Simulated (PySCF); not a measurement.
**M06-L/aug-cc-pVDZ run of SiH2O2 (SMILES O[Si]O)**

Aim: the energy change on altering one bond length of SiH2O2 at M06-L/aug-cc-pVDZ, from 2 runs. 

The calculation is run with PySCF 2.14.0.

1 further run of the same task is left out (set aside as unsound or not needed).

## 1. The system as given

The species is SiH2O2 (5 atoms), meant as a singlet with charge 0. As SMILES, `O[Si]O`. The coordinates come from a PBE0-D4/def2-TZVP relaxation. This is one conformer, not always the lowest.

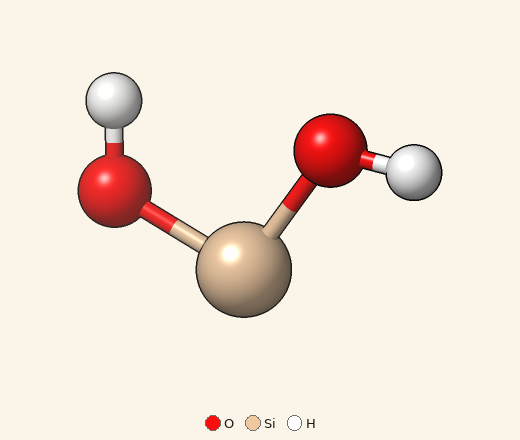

The structure, seen from a chosen angle (oxygen red, silicon light orange, hydrogen white).

## 2. A single-point energy at M06-L/aug-cc-pVDZ

Input file job.py:

```python
# O[Si]O
from pyscf import gto, dft

molecule = gto.Mole()
molecule.atom = '''
O     -1.443200    -0.105600    -0.275000
Si    -0.212000    -0.791300     0.567700
O      1.036000     0.187500     0.068600
H     -1.231900     0.648900    -0.836100
H      1.901100    -0.013100     0.433400
'''
molecule.verbose = 3
molecule.basis = 'aug-cc-pvdz'
molecule.max_memory = 1860
molecule.build()

myscf = dft.RKS(molecule, xc='m06-l')
myscf.grids.level = 5
myscf.conv_tol = 1e-10
myscf.kernel()
if not myscf.converged:
    myscf = myscf.newton().run(myscf.mo_coeff, myscf.mo_occ)

etot = myscf.e_tot
print('E = %.10f Eh' % etot)
```

Started as:

```
OMP_NUM_THREADS=1 python job.py
```

The program printed:

```text
converged SCF energy = -441.195333259696
E = -441.1953332597 Eh
```

It took 28 s on 1 thread of Intel Xeon at 2.70GHz, shared host; peak memory 0.5 GiB.

## 3. The distorted shape, same level

Input file input.py:

```python
from pyscf import gto, dft

molecule = gto.M(
    atom=[
    ('O', (-1.875757, -0.005298, -0.457403)),
    ('Si', (-0.644557, -0.690998, 0.385297)),
    ('O', (0.603443, 0.287802, -0.113803)),
    ('H', (-1.664457, 0.749202, -1.018503)),
    ('H', (1.901100, -0.013100, 0.433400)),
],
    charge=0,
    max_memory=1860,
    spin=0,
    verbose=3,
    basis='aug-cc-pvdz',
)

mf = dft.RKS(molecule)
mf.xc = 'm06-l'
mf.grids.level = 5
mf.conv_tol = 1e-10
mf.kernel()
if not mf.converged:
    mf = mf.newton().run(mf.mo_coeff, mf.mo_occ)

e_final = mf.e_tot
print('E = %.10f Eh' % e_final)
```

Started as:

```
OMP_NUM_THREADS=1 python input.py
```

The program printed:

```text
converged SCF energy = -441.108141309742
E = -441.1081413097 Eh
```

It took 24 s on 1 thread of Intel Xeon at 2.70GHz, shared host; peak memory 0.5 GiB.

## 4. Outcome

Level: M06-L/aug-cc-pVDZ.

```
                                                         quantity          value
                                        first shape: total energy  -441.19533 Eh
                                       first shape: dipole moment         1.81 D
                                         first shape: HOMO energy       -6.17 eV
                                         first shape: LUMO energy       -1.77 eV
                                       first shape: HOMO–LUMO gap        4.40 eV
                                    distorted shape: total energy  -441.10814 Eh
                                   distorted shape: dipole moment         2.20 D
                                     distorted shape: HOMO energy       -5.99 eV
                                     distorted shape: LUMO energy       -3.04 eV
                                   distorted shape: HOMO–LUMO gap        2.95 eV
energy change with the O3–H5 bond stretched from 0.960 to 1.440 Å       2.373 eV
```

**Reading.** One bond (distorted shape) is far stretched, which a spin-restricted single reference describes badly; a broken-symmetry solution may lie lower. With the O3–H5 bond stretched from 0.960 to 1.440 Å the energy rises by 2.37 eV (55 kcal/mol). The first shape isn't relaxed at this level, so the change isn't measured from a minimum. A restricted reference can't describe the breaking bond well at this length. Mulliken charges (distorted shape) run from -0.71 on O3 to +0.82 on Si2; in a basis this large or diffuse they mean little.
